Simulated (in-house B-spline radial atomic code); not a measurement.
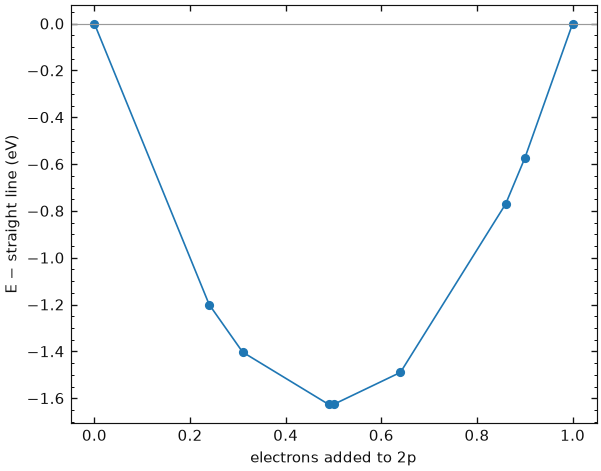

Method: scalar-relativistic (spin-free one-electron X2C) B3LYP, spin-polarised, spherical fractional occupations, Fermi nucleus, basis-set limit; computed with an in-house B-spline radial code. The occupation of the 2p shell is varied from C²⁺ ([He] 2s2) to C⁺ ([He] 2s2 2p1 (high spin)), with spherical fractional occupations. The plot shows the total energy less the straight line between the end points.

### Is the energy convex or concave in the occupation, and by how much?

The curve is convex (below the straight line), with the largest deviation among the points computed, −1.63 eV, at 0.49. The end points differ by 23.8 eV, the energy to take the electron out. Convexity is the mark of the delocalisation error, which puts fractional charges too low; for p, d and f shells the spherical spreading of the fraction adds to it. Exact exchange at spherical fractional occupations leaves self-interaction in partly filled shells, which adds to the curvature.
